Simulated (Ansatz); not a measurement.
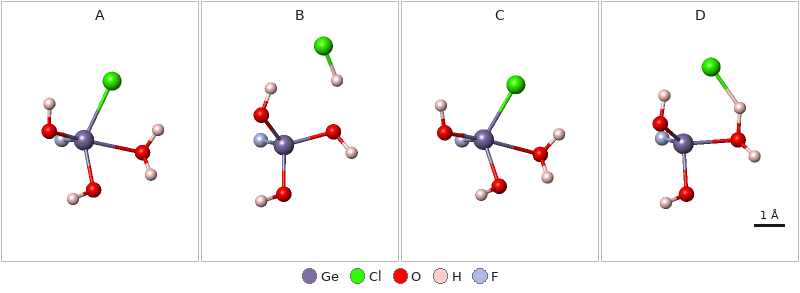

4 geometries from a converged minimum-energy path of GeH₄O₃ClF, shuffled. Style: ball-and-stick. Shown at a tilt.

Level of theory: Ansatz 0.2.0, RKS B3LYP-D4/def2-SVP. Set-up: 5 movable images; climbing image; force threshold 0.05 eV/Å; iteration limit 60; starting path through a guess of the saddle point.

Which frame is the top of the path?

Answer. D. In order along the path, whose images run from 0 to 6: C (image 1, +4.1 kJ/mol), A (image 2, +22.9 kJ/mol), D (image 4, +77.8 kJ/mol), B (image 6, +22.4 kJ/mol). Breaking: Cl–Ge (2.17 → 3.68 Å), H–O (0.97 → 1.79 Å). Forming: Cl–H (2.67 → 1.32 Å).

The run took 3.9 min on 4 threads of Arm Neoverse V1, on a shared host, peak memory 0.34 GiB.
